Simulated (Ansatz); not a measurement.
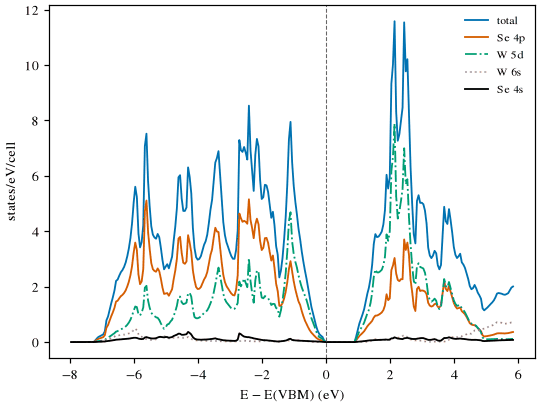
Figure. Total and projected density of states of WSe₂ in space group P6_3/mmc (No. 194; W on 2d, Se on 4f), plane-wave PAW PBE+D3(BJ) (Ansatz code)

Problem. Which orbitals carry the states next to the gap?

Solution. Top 1 eV of the valence band: W 5d 61 %, Se 4p 34 %. Bottom 1 eV of the conduction band: W 5d 64 %, Se 4p 28 %. Projections are on Löwdin-orthogonalised atomic valence shells; empty p or d shells of many metals are not among them.

Problem. Where is the tallest occupied peak in this window, and what makes it?

Solution. Near -2.4 eV, about 8.5 states/eV per cell; the largest projected share is Se 4p.

Symmetry was held in the PBE+D3(BJ) relaxation; phonons on a q-mesh show no instability. No spin polarisation was allowed. Spin–orbit coupling is left out wherever it is not named.

Potentials: the later of the program's two PAW sets.
